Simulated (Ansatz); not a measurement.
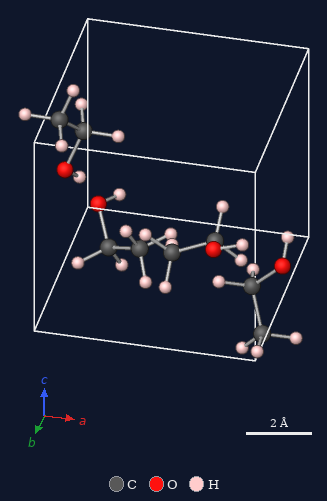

Starting frame of a dynamics run of a periodic cell with 4 CH3CH2OH at 0.876 g/cm³. Style: ball-and-stick. Shown: the simulation cell, from a free direction.

All numbers below come from DFT PBE-D3(BJ), scalar-relativistic, plane waves, PAW in Ansatz.

The input:
```yaml
accuracy: low
crystal:
  lattice:
    - [7.041925, 0.0, 0.0]
    - [0.0, 7.041925, 0.0]
    - [0.0, 0.0, 7.041925]
  atoms:
    - { symbol: C, position: [0.46703184, 0.36514416, 0.0720231] }
    - { symbol: C, position: [0.62761501, 0.22334882, 0.06556708] }
    - { symbol: O, position: [0.58666545, 0.08232227, -0.07803236] }
    - { symbol: H, position: [0.69737156, 0.00068783, -0.08992083] }
    - { symbol: H, position: [0.76286047, 0.29542865, 0.03269688] }
    - { symbol: H, position: [0.6444482, 0.1526469, 0.20439515] }
    - { symbol: H, position: [0.49164351, 0.46849897, 0.18591186] }
    - { symbol: H, position: [0.45576167, 0.44341472, -0.06222077] }
    - { symbol: H, position: [0.32984979, 0.29583692, 0.09925725] }
    - { symbol: C, position: [0.99665216, 0.86996889, 0.05737542] }
    - { symbol: C, position: [0.92063483, 0.74851809, 0.21838261] }
    - { symbol: O, position: [1.01574862, 0.5675239, 0.2205749] }
    - { symbol: H, position: [1.03221026, 0.53969876, 0.35748778] }
    - { symbol: H, position: [0.94327866, 0.81898446, 0.35611284] }
    - { symbol: H, position: [0.76613521, 0.72625681, 0.2024044] }
    - { symbol: H, position: [0.9412288, 1.01568851, 0.06919834] }
    - { symbol: H, position: [1.15223778, 0.87992277, 0.06468864] }
    - { symbol: H, position: [0.95991323, 0.81078588, -0.08240134] }
    - { symbol: C, position: [0.43941636, 0.85660743, 0.41086273] }
    - { symbol: C, position: [0.33813891, 1.01986842, 0.50974683] }
    - { symbol: O, position: [0.27968737, 0.97006046, 0.69829683] }
    - { symbol: H, position: [0.38341865, 1.00319059, 0.78643] }
    - { symbol: H, position: [0.42876981, 1.14764397, 0.5145421] }
    - { symbol: H, position: [0.20837989, 1.05793745, 0.43146839] }
    - { symbol: H, position: [0.47487425, 0.89439637, 0.26377859] }
    - { symbol: H, position: [0.57141436, 0.81911879, 0.4851091] }
    - { symbol: H, position: [0.3469332, 0.7309785, 0.40618526] }
    - { symbol: C, position: [0.948738, 0.32737127, 0.67048228] }
    - { symbol: C, position: [1.09365259, 0.47453016, 0.72966453] }
    - { symbol: O, position: [1.05074391, 0.64744714, 0.63147223] }
    - { symbol: H, position: [1.14081848, 0.74694238, 0.67259342] }
    - { symbol: H, position: [1.08884848, 0.49630126, 0.88531949] }
    - { symbol: H, position: [1.23864382, 0.42572956, 0.69242992] }
    - { symbol: H, position: [0.97813063, 0.19119042, 0.73997488] }
    - { symbol: H, position: [0.80437368, 0.3746022, 0.70688929] }
    - { symbol: H, position: [0.95254535, 0.30230944, 0.5159059] }
basis:
  ecutwfc: 420.0
kpoints:
  mp_grid: { grid: [1, 1, 1] }
hamiltonian:
  xc: pbe
  dispersion: d3bj
scf:
  occupations: { method: fermi_dirac, width: 0.05 }
  lower_state_search: "off"
md:
  timestep: 0.5
  n_steps: 300
  ensemble: nvt_langevin
  temperature: 500.0
  initial_velocities: maxwell_boltzmann
  seed: 500279
  friction: 0.02
```

Run as
```bash
ansatz run input.yaml --threads 1 --pin off --max-ram 3072MiB --backend cpu --events-out ev --progress --plain --runs-dir out
```

### Predict how the run goes.

The mean temperature in the second half is 531 K (standard deviation 41 K). The potential energy is still drifting at the end, so the run hasn't reached equilibrium. The potential energy in the second half lies on average 59.3 meV per atom above the first frame. In the second half of the run the atoms are, in the root-mean-square, this far from where they began (common drift taken out): H 0.93 Å, C 0.70 Å, O 0.65 Å. The heavy atoms stay within a fraction of a molecule's size of their starting places; so short a run doesn't tell a liquid from a solid.

Along the run (each row but the first and the last is the mean over the interval that it begins):

```
time (fs)  potential energy (meV/atom)  T (K)
      0.0                          0.0    486
     25.0                         44.1    418
     50.0                         55.2    508
     75.0                         55.1    516
    100.0                         59.5    542
    125.0                         62.9    533
    150.0                         72.5    549
```

The paths of the atoms:

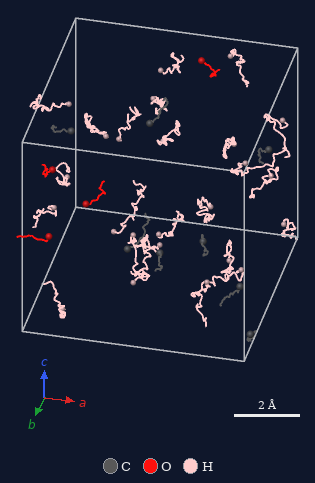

Limits of the set-up: the program's low-accuracy preset was used; the periodic images lie only 7.0 Å apart, so the values are limited by the cell's size.

Cost: 7.8 min on 1 thread of Arm Neoverse V2 (shared host), peak memory 0.38 GiB.
